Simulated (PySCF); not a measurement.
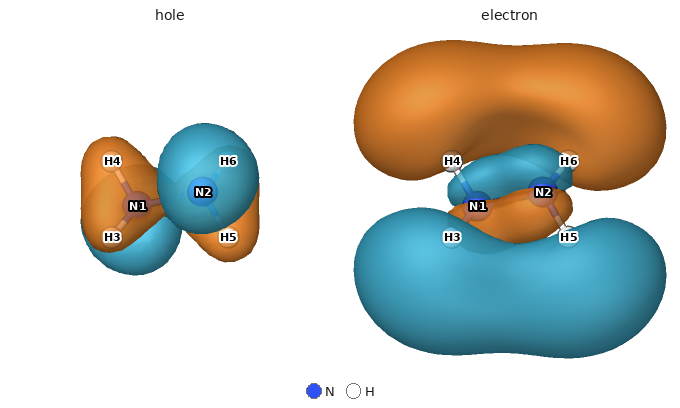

Figure 1: H4N2, SMILES `NN`. Leading natural transition orbital pair of S₃ (TDA singlet states); the surfaces enclose about 85 % of each orbital's density.

PySCF calculation, B3LYP/def2-SVPD, gas phase; geometry: GFN2-xTB. No frequency check shows the geometry to be a minimum.

> Where does the state lie, and where do hole and electron sit?

6.61 eV (188 nm), f = 0.005, diffuse (Rydberg-like) orbital; the leading pair carries 100 %; hole on N1 and N2 (42 % each), electron on H3, H4, H5 and H6 (20 % each) and N1 and N2 (10 % each) (atom shares of so diffuse an orbital are rough); their centroids lie 0.0 Å apart. In canonical orbitals it is mainly HOMO → LUMO+2 (100 %). The HOMO–LUMO gap is 6.25 eV.
